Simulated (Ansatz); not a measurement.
```csv
atom,x (Å),y (Å),z (Å)
C,-0.3115,1.2675,-0.6653
C,0.3210,0.1325,-0.3407
O,1.4748,-0.1783,-1.0095
Al,-0.4811,-0.9602,1.0614
H,0.0600,1.9403,-1.4344
H,-1.2264,1.5413,-0.1545
H,1.8224,-1.0105,-0.6819
H,0.2495,-2.3146,1.4667
H,-1.8204,-0.4642,1.7411
```

Geometry: PBE0-D4/def2-TZVP.

Method: RKS PBE0-D4/def2-TZVPP (Ansatz 0.2.0).

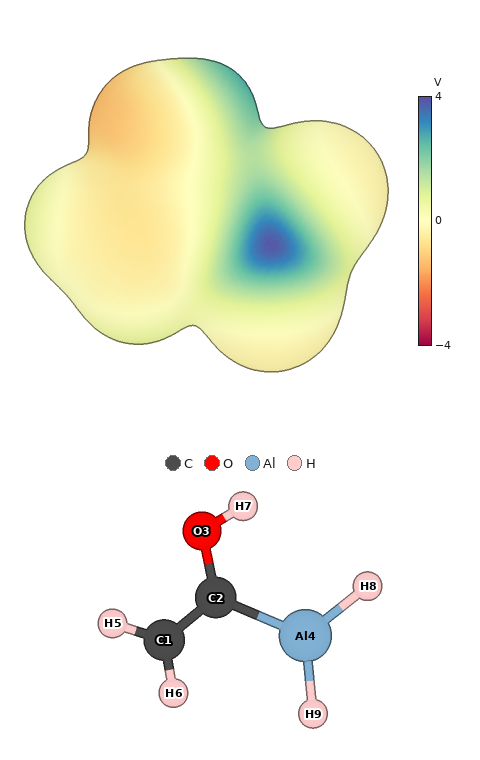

C2H5AlO (SMILES C=[C](O)[AlH2]). The electrostatic potential painted on the density surface at 0.002 e/bohr³, seen at a tilt; the colour scale runs from red (negative) to blue (positive). The bare structure is drawn below in the same view.

Q: Which sites attract a positive test charge, and which a negative one?

A: A positive charge is drawn to the negative regions and a negative charge to the positive ones. The most negative region (about −1.3 V, or −30 kcal/mol for a unit charge) lies over O3, the most positive (about +3.7 V, or +85 kcal/mol for a unit charge) over Al4. O3 is the likeliest acceptor of a hydrogen bond.
